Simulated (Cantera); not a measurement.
Feed: 1 mol B2O3, 4.5 mol H2, 0.041 mol HCl, held at 10.0 mbar.

Cantera equilibrium calculation (NASA polynomials, part measured and part estimated; ideal gas, pure solids and liquids). Candidate condensed phases: B, B2O3, B3O3H3, H2O; 33 gas species. The tables' values for BOCl are old estimates; treat these amounts as uncertain. Rates play no part.

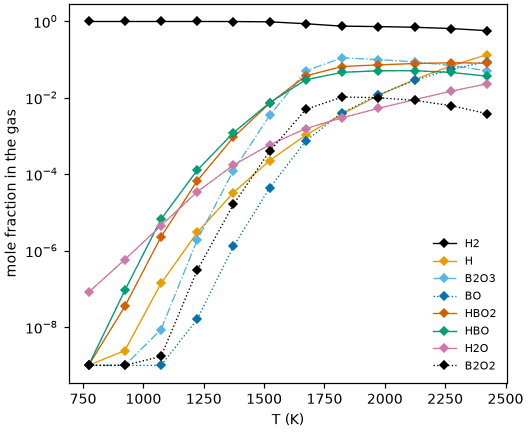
Figure: Equilibrium gas composition (values under 1e-9 drawn at 1e-9)

### Question
Read off the mole fractions at 1223 K.

### Answer
H2 about 0.99, HBO about 0.00013, HBO2 about 6.7e-5, H2O about 3.5e-5, H about 3.0e-6, B2O3 about 1.9e-6, B2O2 about 3.1e-7, BO about 1.6e-8.
